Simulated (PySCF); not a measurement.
Input file:

```
{"job": {"kind": "nmr", "xc": "PBE0", "basis": "pcSseg-1", "pop": false}, "charge": 0, "multiplicity": 1}
C     -2.046300     0.602700     0.179200
C     -1.635700    -0.784100    -0.295300
C     -0.148700    -1.046500    -0.072000
P      0.925300     0.097400    -1.096700
C      2.481600    -0.035400    -0.120400
C      1.633800     1.156100     0.235500
H     -3.106200     0.770700     0.003800
H     -1.851100     0.717000     1.243700
H     -1.482400     1.363100    -0.359400
H     -2.215600    -1.540900     0.240100
H     -1.862200    -0.883400    -1.359700
H      0.088800    -2.069100    -0.382900
H      0.100600    -0.945300     0.987400
H      2.560500    -0.838400     0.600600
H      3.405200     0.156400    -0.649800
H      2.002000     2.128100    -0.064700
H      1.143600     1.163800     1.199700
```

Run with:

```sh
OMP_NUM_THREADS=1 python probes_run.py task.json out
```

Geometry: GFN2-xTB, NEB image 0 of 0 to 8.

Level of theory: PySCF, PBE0/pcSseg-1, SCF density, gas phase, non-relativistic.

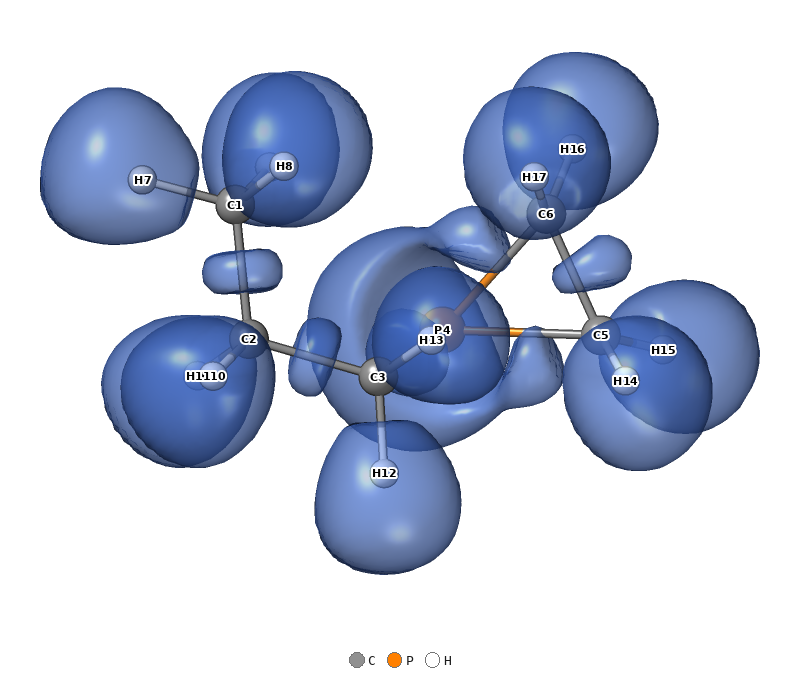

C$_{5}$H$_{11}$P (SMILES CCCP1CC1). Isosurface of the electron localisation function at 0.8 (blue), seen at a tilt. Core shells and regions of very low density are left out.

### Identify the bonds, lone pairs and shells in this picture.

The ELF exceeds this value in three regions between bonded C–C atoms (shared pairs), one region between bonded C–P atoms (shared pairs), eleven regions around hydrogen nuclei and one region on P in which the atom's valence shell and bonds are merged. Along the contacts the grid gives the following. C–C (1.51 Å): the ELF peaks at about 0.90 between the atoms; a shared electron pair. C–P (1.84 Å): the ELF peaks at about 0.85 between the atoms, as expected for localised, covalent bonding.
